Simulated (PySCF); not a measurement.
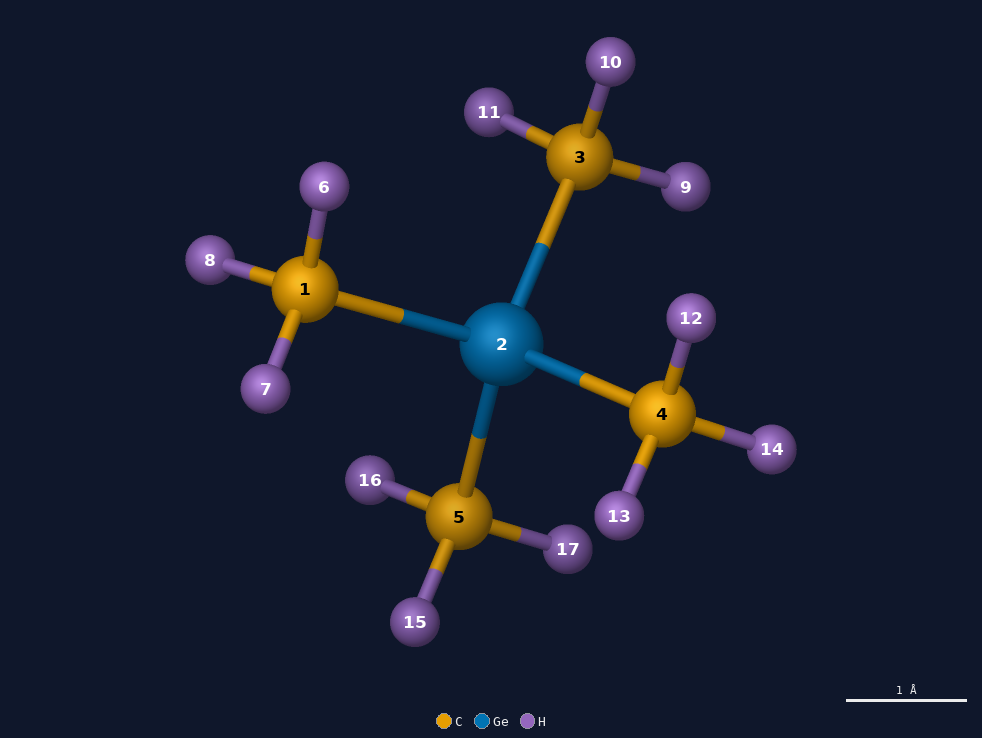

Numbered structure. Computed geometry: PBE0-D3(BJ)/def2-TZVP optimisation. No frequency run is at hand to confirm it as a minimum.

List the bonds and their lengths.

```csv
bond,length (Å)
C1–Ge2,1.958
C1–H6,1.092
C1–H7,1.092
C1–H8,1.091
Ge2–C3,1.958
Ge2–C4,1.959
Ge2–C5,1.958
C3–H9,1.092
C3–H10,1.092
C3–H11,1.092
C4–H12,1.092
C4–H13,1.092
C4–H14,1.092
C5–H15,1.092
C5–H16,1.092
C5–H17,1.092
```
